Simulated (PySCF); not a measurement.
C₅H₁₂NSi (SMILES CCCC/C=N/[SiH2]) (doublet)

```yaml
atoms:
  - { symbol: C, position_ang: [-2.6703, 1.0005, 0.3551] }
  - { symbol: C, position_ang: [-1.2491, 0.5135, 0.6101] }
  - { symbol: C, position_ang: [-1.0559, -0.9320, 0.1604] }
  - { symbol: C, position_ang: [0.3757, -1.4230, 0.4126] }
  - { symbol: C, position_ang: [1.3774, -0.6723, -0.3981] }
  - { symbol: N, position_ang: [2.3510, -0.0450, 0.1883] }
  - { symbol: Si, position_ang: [3.6662, 0.8911, -0.1027] }
  - { symbol: H, position_ang: [-2.7951, 2.0235, 0.7032] }
  - { symbol: H, position_ang: [-2.9005, 0.9689, -0.7079] }
  - { symbol: H, position_ang: [-3.3881, 0.3706, 0.8768] }
  - { symbol: H, position_ang: [-1.0232, 0.5897, 1.6759] }
  - { symbol: H, position_ang: [-0.5394, 1.1507, 0.0778] }
  - { symbol: H, position_ang: [-1.2819, -1.0141, -0.9058] }
  - { symbol: H, position_ang: [-1.7552, -1.5752, 0.7002] }
  - { symbol: H, position_ang: [0.4241, -2.4875, 0.1558] }
  - { symbol: H, position_ang: [0.6270, -1.3129, 1.4682] }
  - { symbol: H, position_ang: [1.2381, -0.6789, -1.4777] }
  - { symbol: H, position_ang: [4.2537, 1.4087, -1.3314] }
  - { symbol: H, position_ang: [4.3357, 1.2328, 1.1322] }
```

Geometry: GFN2-xTB.

Theory: UKS B3LYP, pcH-1 on C H N Si, non-relativistic, mean-field spin-orbit, GIAO (PySCF 2.14.0, density-fitted response routines).

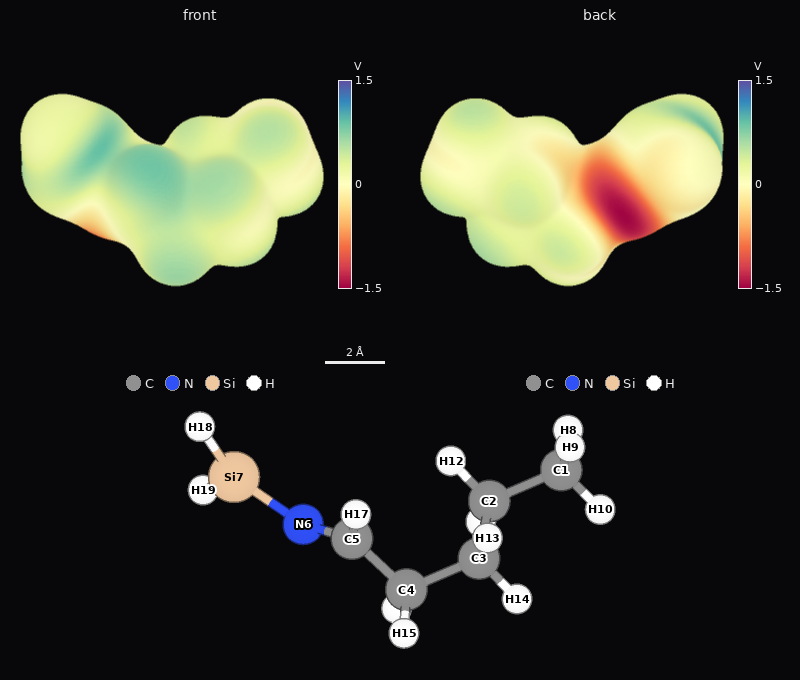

Figure 1. The electrostatic potential painted on the density surface at 0.002 e/bohr³, seen from the front and from behind; the colour scale runs from red (negative) to blue (positive). The bare structure is drawn below in the same view.

Describe the electrostatic potential map.

The most negative region (about −1.4 V) lies over N6, the most positive (about +0.9 V) over Si7 and H17. N6 is the likeliest acceptor of a hydrogen bond.

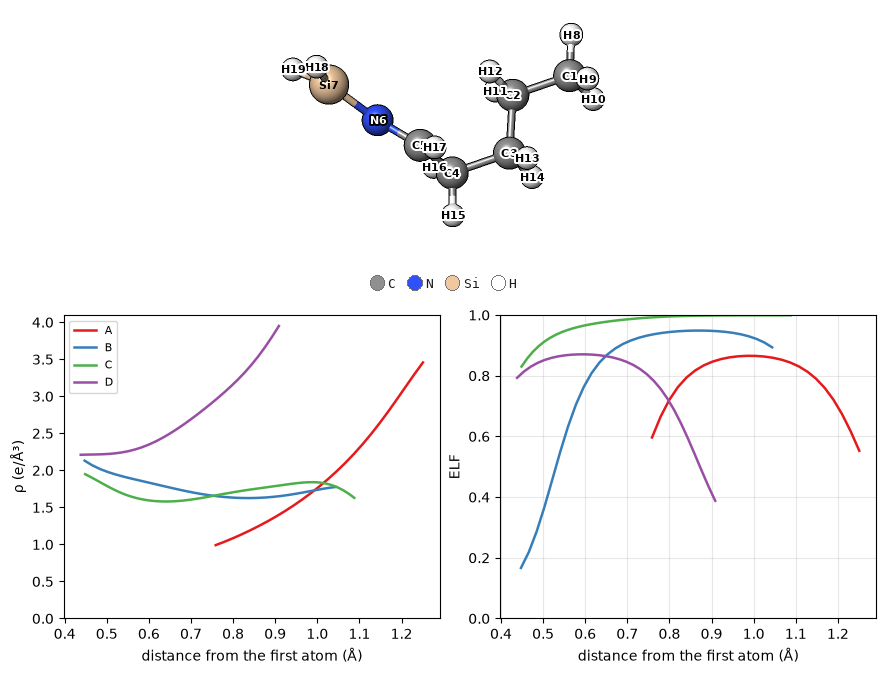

Figure 2. Total electron density and ELF along straight lines between neighbouring atoms. The curves leave out the atomic cores. The structure is drawn too.

Which curve belongs to which contact (C–C, C–H, C–N and Si–N)? The first atom named is at distance zero.

Curve A: Si–N (1.64 Å): ρ at the midpoint is about 1.1 e/Å³; the ELF peaks at about 0.85 between the atoms, as expected for a polar covalent bond. Curve B: C–C (1.49 Å): ρ at the midpoint is about 1.7 e/Å³; the ELF peaks at about 0.95 between the atoms; localised, covalent bonding. Curve C: C–H (1.09 Å): ρ is about 1.7 e/Å³ halfway; the ELF climbs to about 1 towards the hydrogen, as it does in any bond to H; a covalent bond by its length. Curve D: C–N (1.30 Å): ρ is about 2.5 e/Å³ halfway; the ELF peaks at about 0.85 between the atoms; a covalent bond.
